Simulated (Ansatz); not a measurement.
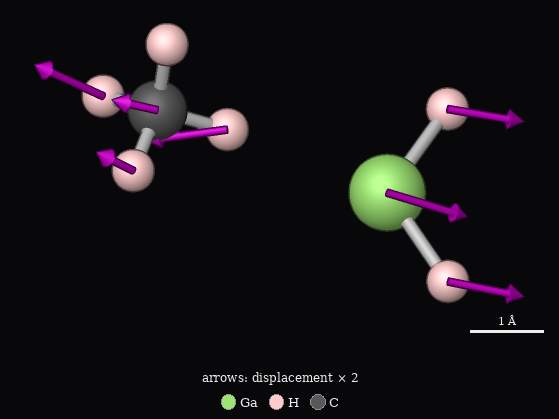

This is a relaxation of CH₆Ga (multiplicity 2). The starting structure is drawn; purple arrows show the displacements, magnified 2 times. The two geometries are superimposed by the best rigid fit.

A ball-and-stick model, seen at a tilt.

The run prepares an end point of a later path (reaction) calculation, from a guessed geometry.

All numbers below come from UKS B3LYP/def2-SVP in Ansatz. (collinear spin; force threshold 0.03 eV/Å; at most 50 steps)

### What happened in the run?

The largest moves after the best rigid fit, 0.65 Å, are those of Ga and H atoms. By element the largest moves are Ga 0.65 Å, H 0.65 Å, C 0.35 Å. Some distances before and after: C–H 1.107 → 1.100 Å, Ga–H 1.610 → 1.605 Å. Over 10 accepted moves (11 points after the start) the energy falls by 1.07 kcal/mol. Largest force component: 0.24 eV/Å at the start, 0.022 eV/Å at the end. The line search rejected the trial step at point 9 of the run. The forces were under the threshold at step 6, but the run went on from there. Cost: 21 s on 2 threads of Arm Neoverse V1, with other jobs on the host, peak memory 0.18 GiB.

Limits of the set-up: the start holds two separate molecules, 2.8 Å apart at their closest, whose relative position is a soft coordinate and is computed without a dispersion correction.
